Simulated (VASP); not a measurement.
Band structure of In (bct). All values below come from RPBE GGA, VASP's PBE PAW potentials (set 64) (plane waves; VASP).

Unless said otherwise, spin-orbit coupling is left out, though it shifts the bands of the heavy elements here.

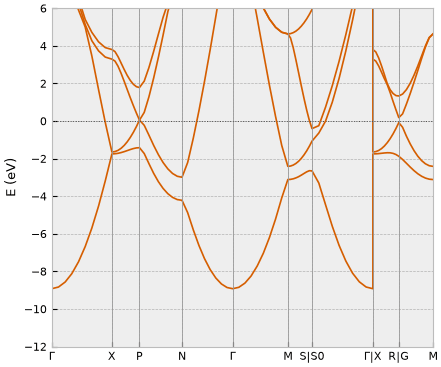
*Bands along high-symmetry lines, zero at the valence-band maximum or, without a gap, the Fermi level*

Task: Read the plot: is there a gap, and where are the band edges?

Result: It has no gap at this level: it comes out as a metal or semimetal. (Edges off the drawn lines would not show.)

The compound is In in the bct structure. It was relaxed first, which changed the volume by +10 %.
